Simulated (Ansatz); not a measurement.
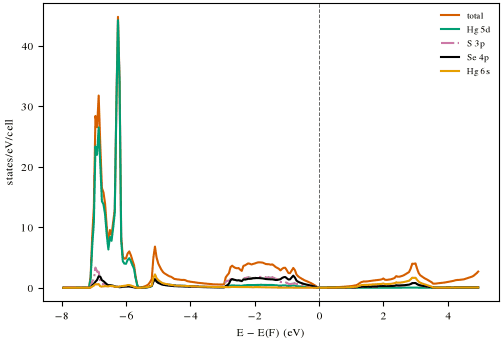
Fig. 1. Total and projected density of states of Hg₂SeS in space group P-4m2 (No. 115; Hg on 2g, Se on 1d, S on 1b), DFT-PBEsol in the program Ansatz with PAW potentials

Q: Which orbitals carry the states next to the Fermi level?

A: Within 0.5 eV of the Fermi level: Se 4p 48 %, S 3p 35 %, Hg 5d 13 %. Projections are on Löwdin-orthogonalised atomic valence shells; empty p or d shells of many metals are not among them.

Q: Where is the tallest occupied peak in this window, and what makes it?

A: Near -6.2 eV, about 45 states/eV per cell; the largest projected share is Hg 5d.

The first step of the workflow began from a Materials Project structure, measured or hypothetical; the Crystallography Open Database copy checked does not list it. Its standing as an ambient phase is unchecked. The cell was relaxed with PBEsol under the symmetry of its start; its stability against distortions is not shown here. Scalar-relativistic: spin–orbit coupling is off unless named, which matters more the heavier the elements.

Potentials: the later of the program's two PAW sets.
